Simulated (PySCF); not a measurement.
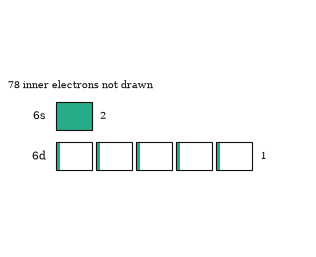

The outer shells of the nominal configuration: a box for each of the 2l + 1 orbitals, shaded by the share of the shell that is filled, with the electron count at the right.

## Atomic calculation, with input and output: Tl

- system: Tl, configuration 1s2 2s2 2p6 3s2 3p6 3d10 4s2 4p6 4d10 4f14 5s2 5p6 5d10 6s2 6d1, multiplicity 2.
- method: unrestricted PBE0, x2c-TZVPPall plus 1 even-tempered diffuse shell per l, spin-free X2C-1e, Gaussian nucleus (PySCF)

## Input file
```python
from pyscf import gto, scf, dft, mp, cc
import basis_set_exchange as bse
mol = gto.M(atom="Tl 0 0 0", charge=0, spin=1, symmetry="D2h",
            basis=gto.basis.parse(bse.get_basis("x2c-TZVPPall", elements=["Tl"], fmt="nwchem", augment_diffuse=1)),
            nucmod="G")
mf = dft.UKS(mol, xc="PBE0").sfx2c1e()
mf.irrep_nelec = {'Ag': (12, 12), 'B1g': (4, 3), 'B2g': (3, 3), 'B3g': (3, 3), 'Au': (1, 1), 'B1u': (6, 6), 'B2u': (6, 6), 'B3u': (6, 6)}
mf.kernel()
```

The script is an equivalent of what the driver set up; the driver started from orbitals of its own, so the log can be shorter than this script's would be, and it computed the properties (radii, ⟨L²⟩, response) afterwards. It held the occupations shell by shell, which the script's counts by irreducible representation don't always enforce.

## Output (extracts)
```
damping factor = 0
level_shift factor = 0
DIIS = <class 'pyscf.scf.diis.CDIIS'>
diis_start_cycle = 1
diis_space = 10
diis_damp = 0
SCF conv_tol = 1e-09
SCF conv_tol_grad = None
number electrons alpha = 41  beta = 40
XC functionals = PBE0
    C. Adamo and V. Barone.,  J. Chem. Phys. 110, 6158 (1999)
    M. Ernzerhof and G. E. Scuseria.,  J. Chem. Phys. 110, 5029 (1999)
cycle= 1 E= -20249.0916304991  delta_E= -0.0179  |g|= 0.0797  |ddm|= 0.451
cycle= 2 E= -20249.0917058477  delta_E= -7.53e-05  |g|= 0.0581  |ddm|= 0.113
cycle= 3 E= -20249.09209147  delta_E= -0.000386  |g|= 0.00888  |ddm|= 0.0464
cycle= 4 E= -20249.0921053858  delta_E= -1.39e-05  |g|= 0.000253  |ddm|= 0.0102
cycle= 5 E= -20249.0921054142  delta_E= -2.84e-08  |g|= 4.01e-05  |ddm|= 0.000425
cycle= 6 E= -20249.092105415  delta_E= -8.19e-10  |g|= 2.69e-06  |ddm|= 0.000135
converged SCF energy = -20249.092105415  <S^2> = 0.75001108  2S+1 = 2.0000111
```

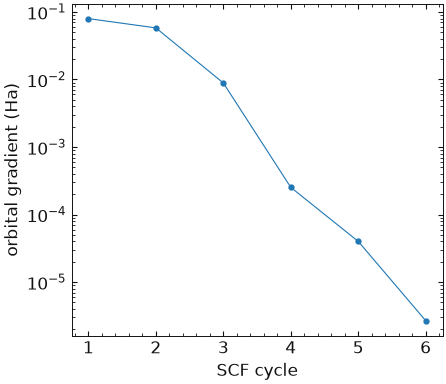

Convergence: orbital gradient against the SCF cycle. The residual falls at every step. It goes from 0.080 to 2.7×10⁻⁶ in 6 steps.

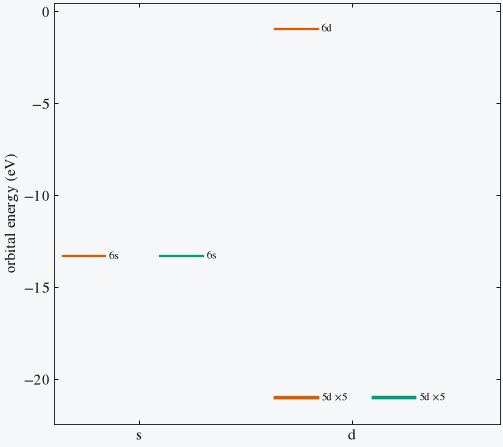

Orbital energies of the mean field, from the top down to −21.0 eV, by angular momentum, α spin at the left of each column and β at the right; ×n counts the orbitals under one label. Empty levels that the record names by l alone aren't drawn. The highest filled orbital is 6d α at −0.947 eV, the lowest empty one p α at −3.84 eV.

## Key numbers

| quantity | value |
| --- | --- |
| outcome | converged |
| total energy | −20249.0921 hartree |
| ⟨S²⟩ | 0.750 |
| ⟨L²⟩ | 6.00 |
| SCF iterations | 6 |
| hardware | 1 CPU thread, shared host |
| CPU time | 6.2 s (integrals apart) |

## Remarks

The driver held the occupations shell by shell, and empty p levels lie below the filled 6d. This is not the ground configuration of the species.
